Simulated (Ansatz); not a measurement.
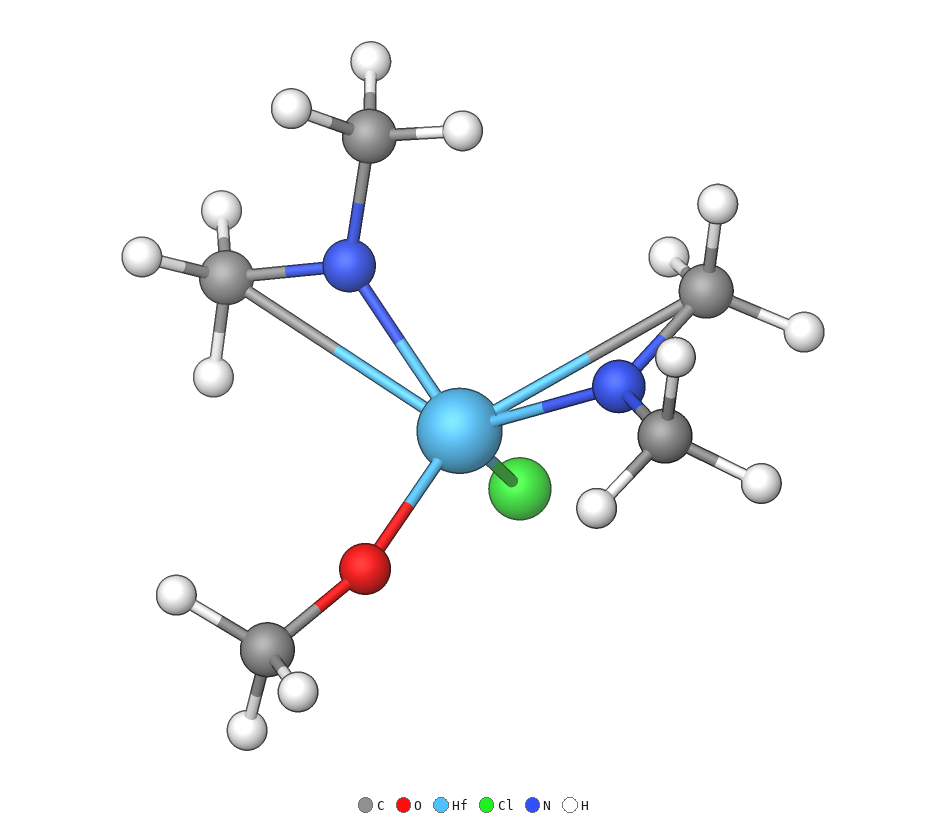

The species is neutral and a spin singlet. Computed geometry: PBE0-D4/def2-TZVP optimisation. No frequency run is at hand to confirm it as a minimum. Program: Ansatz 0.2.0.

At this fixed geometry, give dipole (D) at these levels: B3LYP-D4/def2-TZVPP; PBE-D4/def2-TZVPP; PBE0-D4/def2-TZVP; r2SCAN-D4/def2-TZVPP; ωB97M-V/def2-TZVPP.

```
               level  dipole (D)
 B3LYP-D4/def2-TZVPP        3.11
   PBE-D4/def2-TZVPP        3.12
   PBE0-D4/def2-TZVP        3.17
r2SCAN-D4/def2-TZVPP        3.18
  ωB97M-V/def2-TZVPP        3.04
```
